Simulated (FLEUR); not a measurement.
**TiClO: which magnetic order is lowest**

Aim: find out whether TiClO carries moments, and which collinear order costs least.

Program: FLEUR MaX-R8.1. Level of theory: LDA (VWN) with U = 3.9 eV, J = 0.9 eV on Ti d; all-electron FLAPW, Dirac cores, scalar-relativistic bands. Results are calculated unless marked as measured.

The database entry behind the starting cell differs from later determinations by our own check (old inner coordinates), so it need not match the best structure at ambient conditions.

### 1. Starting point

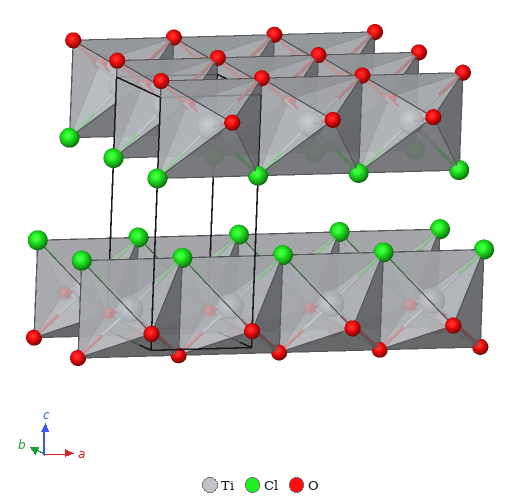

The starting structure, seen slightly off an axis (titanium light grey, chlorine green, oxygen red). 3×2×1 cells are drawn. Some periodic images of atoms are drawn too.

Structure file:

```cif
data_structure
_symmetry_space_group_name_H-M 'P 1'
_symmetry_Int_Tables_number 1
_cell_length_a 3.3800
_cell_length_b 3.7900
_cell_length_c 8.0300
_cell_angle_alpha 90.000
_cell_angle_beta 90.000
_cell_angle_gamma 90.000
_cell_volume 102.87
loop_
_atom_site_label
_atom_site_type_symbol
_atom_site_fract_x
_atom_site_fract_y
_atom_site_fract_z
_atom_site_occupancy
Ti1 Ti 0.00000 0.50000 0.12200 1
Ti2 Ti 0.50000 0.00000 0.87800 1
Cl3 Cl 0.50000 0.50000 0.32000 1
Cl4 Cl 0.00000 0.00000 0.68000 1
O5 O 0.50000 0.50000 0.93500 1
O6 O 0.00000 0.00000 0.06500 1
```

### 2. Run 1 (ferro ++)

The parallel start comes first: it shows whether parallel moments hold. The U counters the self-interaction that shrinks the moments of a localised shell.

inpgen writes inp.xml from crystal.txt; cutoffs, mixing, functional, smearing and local orbitals are then set in the file. The k list default-1 (kpts.xml, not shown) is a Γ-centred 6×6×6 mesh; where the ranks do not divide the number of points, some are split in two of half the weight.

Input file inp.xml:

```
<?xml version="1.0" encoding="UTF-8" standalone="no"?>
<fleurInput fleurInputVersion="0.39">
   <comment>
      TiClO
   </comment>
   <calculationSetup>
      <cutoffs Kmax="4.4" Gmax="13.2" GmaxXC="13.2" numbands="0"/>
      <scfLoop itmax="130" minDistance="0.0001" maxIterBroyd="15" imix="Anderson" alpha="0.05" precondParam="0.0" spinf="2.0" sdNocoIR="T"/>
      <coreElectrons ctail="T" frcor="F" kcrel="0" coretail_lmax="0"/>
      <xcFunctional name="vwn" relativisticCorrections="F"/>
      <magnetism jspins="2"/>
      <soc l_soc="F" theta="0.0" phi="0.0" spav="F"/>
      <expertModes spex="0" secvar="F"/>
      <geometryOptimization l_f="F" forcealpha="1.0" forcemix="BFGS" epsdisp="0.00001" epsforce="0.00001"/>
      <ldaU l_linMix="F" mixParam="0.05" spinf="1.0"/>
   </calculationSetup>
   <cell>
      <bzIntegration valenceElectrons="50.0" mode="hist" fermiSmearingEnergy="0.00293995">
         <kPointListSelection listName="default-1"/>
         <xi:include xmlns:xi="http://www.w3.org/2001/XInclude" href="kpts.xml"> </xi:include>
      </bzIntegration>
      <xi:include xmlns:xi="http://www.w3.org/2001/XInclude" href="sym.xml"> </xi:include>
      <bulkLattice scale="1.0">
         <bravaisMatrix>
            <row-1>    6.3872743011479995     0.0000000000000000     0.0000000000000000</row-1>
            <row-2>    0.0000000000000000     7.1620620122339993     0.0000000000000000</row-2>
            <row-3>    0.0000000000000000     0.0000000000000000    15.1745007805379988</row-3>
         </bravaisMatrix>
      </bulkLattice>
   </cell>
   <atomSpecies>
      <species name="Titanium (1.002" element="Ti" atomicNumber="22">
         <mtSphere radius="2.29" gridPoints="757" logIncrement="0.016"/>
         <atomicCutoffs lmax="8" lnonsphr="6"/>
         <electronConfig flipSpins="F">
            <coreConfig>(1s1/2) (2s1/2) (2p1/2) (2p3/2)</coreConfig>
            <valenceConfig>(3s1/2) (3p1/2) (3p3/2) (4s1/2) (3d3/2) (3d5/2)</valenceConfig>
            <stateOccupation state="(3d3/2)" spinUp="0.4" spinDown="0.4"/>
            <stateOccupation state="(3d5/2)" spinUp="1.101" spinDown="0.099"/>
         </electronConfig>
         <energyParameters s="4" p="4" d="3" f="4"/>
         <ldaU l="2" U="3.9" J="0.9" l_amf="F"/>
         <lo type="SCLO" l="0" n="3" eDeriv="0"/>
         <lo type="SCLO" l="1" n="3" eDeriv="0"/>
      </species>
      <species name="Chlorine (Cl)" element="Cl" atomicNumber="17">
         <mtSphere radius="1.98" gridPoints="655" logIncrement="0.018"/>
         <atomicCutoffs lmax="8" lnonsphr="6"/>
         <electronConfig flipSpins="F">
            <coreConfig>(1s1/2) (2s1/2) (2p1/2) (2p3/2)</coreConfig>
            <valenceConfig>(3s1/2) (3p1/2) (3p3/2)</valenceConfig>
            <stateOccupation state="(3p1/2)" spinUp="0.833333" spinDown="0.833333"/>
            <stateOccupation state="(3p3/2)" spinUp="1.666667" spinDown="1.666667"/>
         </electronConfig>
         <energyParameters s="3" p="3" d="3" f="4"/>
      </species>
      <species name="Oxygen (O)" element="O" atomicNumber="8">
         <mtSphere radius="1.3" gridPoints="431" logIncrement="0.024"/>
         <atomicCutoffs lmax="6" lnonsphr="4"/>
         <electronConfig flipSpins="F">
            <coreConfig>(1s1/2)</coreConfig>
            <valenceConfig>(2s1/2) (2p1/2) (2p3/2)</valenceConfig>
            <stateOccupation state="(2p1/2)" spinUp="0.666667" spinDown="0.666667"/>
            <stateOccupation state="(2p3/2)" spinUp="1.333333" spinDown="1.333333"/>
         </electronConfig>
         <energyParameters s="2" p="2" d="3" f="4"/>
      </species>
   </atomSpecies>
   <atomGroups>
      <atomGroup species="Titanium (1.002">
         <relPos label="                   1">-1.000/4.000 1.000/4.000 .1220000000</relPos>
         <relPos label="                   2">1.000/4.000 -1.000/4.000 -.1220000000</relPos>
         <force calculate="T" relaxXYZ="TTT"/>
      </atomGroup>
      <atomGroup species="Chlorine (Cl)">
         <relPos label="                   3">1.000/4.000 1.000/4.000 8.000/25.000</relPos>
         <relPos label="                   4">-1.000/4.000 -1.000/4.000 -8.000/25.000</relPos>
         <force calculate="T" relaxXYZ="TTT"/>
      </atomGroup>
      <atomGroup species="Oxygen (O)">
         <relPos label="                   5">1.000/4.000 1.000/4.000 -.0650000000</relPos>
         <relPos label="                   6">-1.000/4.000 -1.000/4.000 .0650000000</relPos>
         <force calculate="T" relaxXYZ="TTT"/>
      </atomGroup>
   </atomGroups>
   <output dos="F" band="F" slice="F">
      <bandDOS minEnergy="-.5*Htr" maxEnergy="0.5*Htr" sigma="0.015" storeEVData="T"/>
      <plotting iplot="0" polar="F">
         <plot TwoD="T" vec1="  1.0  0.0  0.0" vec2="  0.0  1.0  0.0" vec3="  0.0  0.0  1.0" zero="  0.0  0.0  0.0" file="plot"/>
      </plotting>
      <moessbauerParams electricFieldGradient="F" isomerShift="F" coreHyperfine="F" valenceHyperfine="F"/>
   </output>
</fleurInput>
```

Input file crystal.txt:

```
TiClO
&input film=F cartesian=F /
3.38000000000  0.00000000000  0.00000000000
0.00000000000  3.79000000000  0.00000000000
0.00000000000  0.00000000000  8.03000000000
1.8897261246
1.0 1.0 1.0

6
22 0.00000000000  0.50000000000  0.12200000000 : 1.002
22 0.50000000000  0.00000000000  0.87800000000 : 1.002
17 0.50000000000  0.50000000000  0.32000000000
17 0.00000000000  0.00000000000  0.68000000000
8 0.50000000000  0.50000000000  0.93500000000
8 0.00000000000  0.00000000000  0.06500000000

&kpt div1=6 div2=6 div3=6 gamma=T /
```

Run with:

```
OMP_NUM_THREADS=1 inpgen -f crystal.txt > inpgen.log  # inp.xml is then edited as shown
OMP_NUM_THREADS=1 mpirun -n 4 fleur_MPI > fleur.log
```

Log:

```text
Welcome to FLEUR        (www.flapw.de)
      MaX-Release 8.1          (www.max-centre.eu)

 ========== k-point set info ==========
 Selected k-point list: default-1
 k-point list type: mesh
 6 x 6 x 6
 Number of k points: 64

 ------------Calculation Setup---------------------------
 Number of MPI-tasks      :            4
 Number of PE/node        :            4
 Number of OMP-threads    :            1
 k-points in parallel     :            4
 pe's per k-point         :            1
 No of k-point loops      :           16
 Eigenvalue solver        :       lapack
 Number of basis functions:         1050
 Approximate size of matrices (H+S) per k-point:         0.016 GB
 --------------------------------------------------------
 no density matrix found ... skipping LDA+U
 Reset of history
 Iteration:     1   Distance:      17.57258129 me/bohr^3
 Iteration:     2   Distance:      16.20381161 me/bohr^3
 Iteration:     3   Distance:      13.83551022 me/bohr^3
 Iteration:     4   Distance:       7.35443349 me/bohr^3
 Iteration:     5   Distance:       8.41104747 me/bohr^3
 Iteration:     6   Distance:       6.74124265 me/bohr^3
 Iteration:     7   Distance:       7.19113766 me/bohr^3
 Iteration:     8   Distance:       3.75008634 me/bohr^3
 Iteration:     9   Distance:       3.33467097 me/bohr^3
 Iteration:    10   Distance:       2.82705420 me/bohr^3
 Iteration:    11   Distance:       3.11360408 me/bohr^3
 Iteration:    12   Distance:       2.85977885 me/bohr^3
 Iteration:    13   Distance:       3.36928919 me/bohr^3
 Iteration:    14   Distance:       2.82927148 me/bohr^3
 Iteration:    15   Distance:       1.15123619 me/bohr^3
 Iteration:    16   Distance:       0.74455711 me/bohr^3
 Iteration:    17   Distance:       0.61858988 me/bohr^3
 Iteration:    18   Distance:       0.40226762 me/bohr^3
 Iteration:    19   Distance:       0.10665101 me/bohr^3
 Iteration:    20   Distance:       0.07461564 me/bohr^3
 Iteration:    21   Distance:       0.06758857 me/bohr^3
 Iteration:    22   Distance:       0.03822066 me/bohr^3
 Iteration:    23   Distance:       0.02971281 me/bohr^3
 Iteration:    24   Distance:       0.00828642 me/bohr^3
 Iteration:    25   Distance:       0.00159146 me/bohr^3
 Iteration:    26   Distance:       0.00132289 me/bohr^3
 Iteration:    27   Distance:       0.00045646 me/bohr^3
 Iteration:    28   Distance:       0.00038112 me/bohr^3
 Iteration:    29   Distance:       0.00013616 me/bohr^3
 Iteration:    30   Distance:       0.00003256 me/bohr^3

 ********************************************************************
 Run finished successfully
 Stop message:
   all done
 ********************************************************************

--- out.xml (last complete iteration) ---
<iteration numberForCurrentRun="   30" overallNumber="   30">
         [... left out ...]
         <bandgap value="0.9319676597" units="eV"/>
         <sumValenceSingleParticleEnergies value="-22.8332460973" units="Htr"/>
         <FermiEnergy value="0.2136503291" units="Htr"/>
         <valenceDensity>
            <mtCharges spin="1">
               <mtCharge atomType="1" total="5.5303899" s="1.0870551" p="3.0834010" d="1.3116242" f="0.0363356"/>
               <mtCharge atomType="2" total="2.5266151" s="0.7802633" p="1.7276633" d="0.0162736" f="0.0019006"/>
               <mtCharge atomType="3" total="2.0524958" s="0.6352487" p="1.4154819" d="0.0015086" f="0.0002213"/>
            </mtCharges>
            <mtCharges spin="2">
               <mtCharge atomType="1" total="4.6688271" s="1.0814257" p="3.0785945" d="0.4612982" f="0.0354060"/>
               <mtCharge atomType="2" total="2.5140720" s="0.7806087" p="1.7244511" d="0.0080040" f="0.0007613"/>
               <mtCharge atomType="3" total="2.0599988" s="0.6363933" p="1.4223834" d="0.0010234" f="0.0001714"/>
            </mtCharges>
            <spinDependentCharge spin="1" total="26.0000000" interstitial="5.7809982" mtSpheres="20.2190018"/>
            <spinDependentCharge spin="2" total="24.0000000" interstitial="5.5142042" mtSpheres="18.4857958"/>
            <totalCharge value="50.0000000000"/>
         </valenceDensity>
         [... left out ...]
         <allElectronCharges>
            <spinDependentCharge spin="1" total="48.0000000" interstitial="5.7810825" mtSpheres="42.2189175"/>
            <spinDependentCharge spin="2" total="46.0000000" interstitial="5.5142884" mtSpheres="40.4857116"/>
            <totalCharge value="93.9999999846"/>
         </allElectronCharges>
         <magneticMomentsInMTSpheres units="muBohr">
            <globalMagMoment atomType="1" vec="0.00000   0.00000   0.86156"/>
            <localMagMoment atomType="1" vec="0.00000   0.00000   0.86156"/>
            <globalMagMoment atomType="2" vec="0.00000   0.00000   0.01254"/>
            <localMagMoment atomType="2" vec="0.00000   0.00000   0.01254"/>
            <globalMagMoment atomType="3" vec="0.00000   0.00000  -0.00750"/>
            <localMagMoment atomType="3" vec="0.00000   0.00000  -0.00750"/>
         </magneticMomentsInMTSpheres>
         <moessbauerParams unitsHFF="kG" unitsIS="e/bohr^3" unitsEFG="Htr/bohr^2">
         </moessbauerParams>
         <totalEnergy value="    -2774.2661099387" units="Htr">
            <sumOfEigenvalues value="    -1592.9007463383">
               <coreElectrons value="-1570.0675002410"/>
               <valenceElectrons value="-22.8332460973"/>
            </sumOfEigenvalues>
            <densityCoulombPotentialIntegral value="-4186.6153631926"/>
            <densityEffectivePotentialIntegral value="-4385.7736663749"/>
            <chargeDenXCDenIntegral value="-150.6366407470"/>
            <FockExchangeEnergyValence value="0.0000000000"/>
            <FockExchangeEnergyCore value="0.0000000000"/>
            <atomTypeDependentContributions atomType="1">
               <electronNucleiInteractionDifferentMTs value="2017.4226351892"/>
               <MadelungTerm value="-18.9707079673"/>
            </atomTypeDependentContributions>
            <atomTypeDependentContributions atomType="2">
               <electronNucleiInteractionDifferentMTs value="1087.1143801587"/>
               <MadelungTerm value="-18.8875168116"/>
            </atomTypeDependentContributions>
            <atomTypeDependentContributions atomType="3">
               <electronNucleiInteractionDifferentMTs value="169.7191698153"/>
               <MadelungTerm value="-11.1755985165"/>
            </atomTypeDependentContributions>
            <dftUCorrection value="-0.0953008266"/>
            <tkbTimesEntropy value="0.0000210851"/>
            <freeEnergy value="-2774.2661310238"/>
            <extrapolationTo0K value="-2774.2661204813"/>
         </totalEnergy>
         <ldaUDensityMatrix>
            <densityMatrixFor spin="1" atomType="1" uIndex="1" l="2" U="3.90000000" J="0.90000000">
               (+0.20261,+0.00000) (+0.00000,+0.00000) (-0.18292,+0.00000) (+0.00000,+0.00000) (+0.13599,+0.00000)
               (+0.00000,+0.00000) (+0.10631,+0.00000) (+0.00000,+0.00000) (-0.02323,+0.00000) (+0.00000,+0.00000)
               (-0.18292,+0.00000) (+0.00000,+0.00000) (+0.69379,+0.00000) (+0.00000,+0.00000) (-0.18292,+0.00000)
               (+0.00000,+0.00000) (-0.02323,+0.00000) (+0.00000,+0.00000) (+0.10631,+0.00000) (+0.00000,+0.00000)
               (+0.13599,+0.00000) (+0.00000,+0.00000) (-0.18292,+0.00000) (+0.00000,+0.00000) (+0.20261,+0.00000)
            </densityMatrixFor>
            <densityMatrixFor spin="2" atomType="1" uIndex="1" l="2" U="3.90000000" J="0.90000000">
               (+0.10464,+0.00000) (+0.00000,+0.00000) (+0.04335,+0.00000) (+0.00000,+0.00000) (+0.04427,+0.00000)
               (+0.00000,+0.00000) (+0.09791,+0.00000) (+0.00000,+0.00000) (-0.02473,+0.00000) (+0.00000,+0.00000)
               (+0.04335,+0.00000) (+0.00000,+0.00000) (+0.05621,+0.00000) (+0.00000,+0.00000) (+0.04335,+0.00000)
               (+0.00000,+0.00000) (-0.02473,+0.00000) (+0.00000,+0.00000) (+0.09791,+0.00000) (+0.00000,+0.00000)
               (+0.04427,+0.00000) (+0.00000,+0.00000) (+0.04335,+0.00000) (+0.00000,+0.00000) (+0.10464,+0.00000)
            </densityMatrixFor>
         </ldaUDensityMatrix>
         <ldaUDensityMatrixConvergence>
            <distance spin="1" distance="0.000004"/>
            <distance spin="2" distance="0.000001"/>
         </ldaUDensityMatrixConvergence>
         <densityConvergence units="me/bohr^3">
            <chargeDensity spin="1" distance="0.0000242816"/>
            <chargeDensity spin="2" distance="0.0000204782"/>
            <overallChargeDensity distance="0.0000309494"/>
            <spinDensity distance="0.0000325583"/>
         </densityConvergence>
      </iteration>
```

Wall time 7.3 min (4 MPI ranks of Intel Xeon 6975P-C (Granite Rapids), shared host); peak memory 0.51 GiB; 29 min of CPU time.

Spin moment in the muffin-tin sphere by atom:

```csv
atom,spin moment in the muffin-tin sphere (μB)
Ti1,0.862
Ti2,0.862
Cl3,0.013
Cl4,0.013
O5,-0.007
O6,-0.007
```

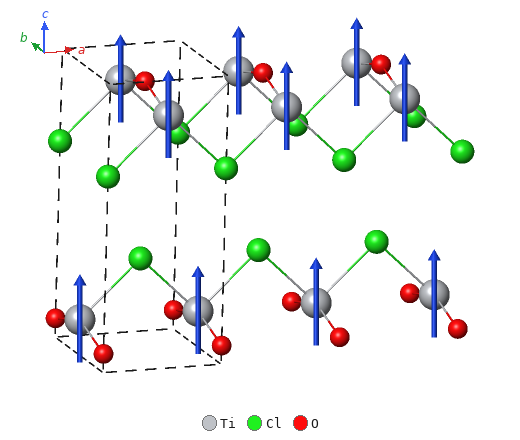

Spin moment in the muffin-tin sphere as arrows, the longest 0.862 μB. Up and down stand for the sign. Arrows give size and sign along the axis of quantisation, drawn up and down the page. 3×1×1 cells are drawn. Some periodic images of atoms are drawn too.

This step gave:

| Item | Value |
| --- | --- |
| free energy | -75491.6272 eV |
| program's band gap on this mesh (in a metal only a level spacing) | 0.9320 eV |
| magnetization | 2 μB |
| final state | ferromagnetic |

After 30 cycles the largest moment stands at 0.862 μB.

(Continued in part 2 of 3.)

[Logs and program files are shortened in this print: banners, set-up blocks, solver, clock and traceback lines can be left out without a mark of their own.]

[Logs are printed without paths, hosts, clocks, repeated set-up lines and the standing remarks that a program may print on its own settings, such as how far it seeks lower states.]

[Hosts, paths, dates, database ids (printed as entryN), source tags and the programs' standing remarks are cut or masked in the printed files.]

[Where a cell is said to come from a database of computed structures, the database is the Materials Project.]
